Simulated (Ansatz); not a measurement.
Consider AlFH₂OZn.

Input

```
crystal:
  periodic: [false, false, false]
  atoms:
    - { symbol: O, position_ang: [-1.14325, 1.38075, -0.41098] }
    - { symbol: Al, position_ang: [0.09012, 0.48909, 0.1796] }
    - { symbol: Zn, position_ang: [0.13939, -1.90819, -0.21245] }
    - { symbol: F, position_ang: [1.47935, -2.97252, 0.20838] }
    - { symbol: H, position_ang: [-1.84403, 1.93199, -0.73751] }
    - { symbol: H, position_ang: [-1.12037, 0.41058, -0.60679] }
basis:
  gaussian: { orbitals: def2-mTZVP }
hamiltonian:
  xc: b3lyp
relax:
  f_tol: 0.02
  max_steps: 50
output:
  orbitals: {}
```

Launched as:

```sh
ansatz run input.yaml --threads 2 --pin off --max-ram 3072MiB --backend cpu --events-out ev --progress --plain --runs-dir out
```

The fields are those of the run's last geometry, not of the input's.

These are results of Ansatz 0.2.0, RKS B3LYP/def2-mTZVP, not measurements.

Question: What can the converged electron density and electron localisation function tell about the bonding?

Answer: Al–O (2.23 Å): the density is about 0.26 e/Å³ at the midpoint, with its minimum of 0.21 e/Å³ about 0.9 Å from Al; the ELF peaks at about 0.90 in the valence shell of O, 0.6 Å from its nucleus, and is about 0.30 at the midpoint.
O–H (0.97 Å): ρ at the midpoint is about 3.7 e/Å³; the ELF climbs to about 1 towards the hydrogen, as it does in any bond to H: a covalent bond by its length.

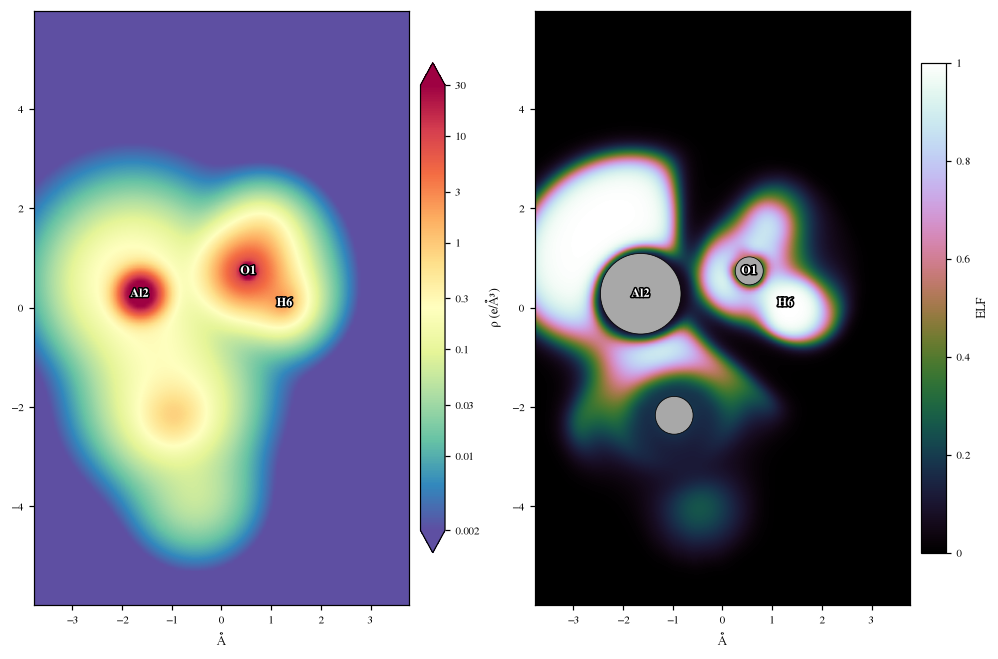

Computed electron density and electron localisation function on the plane of atoms Al2, O1 and H6, in this order. Grey discs cover the atomic cores in the ELF map. 
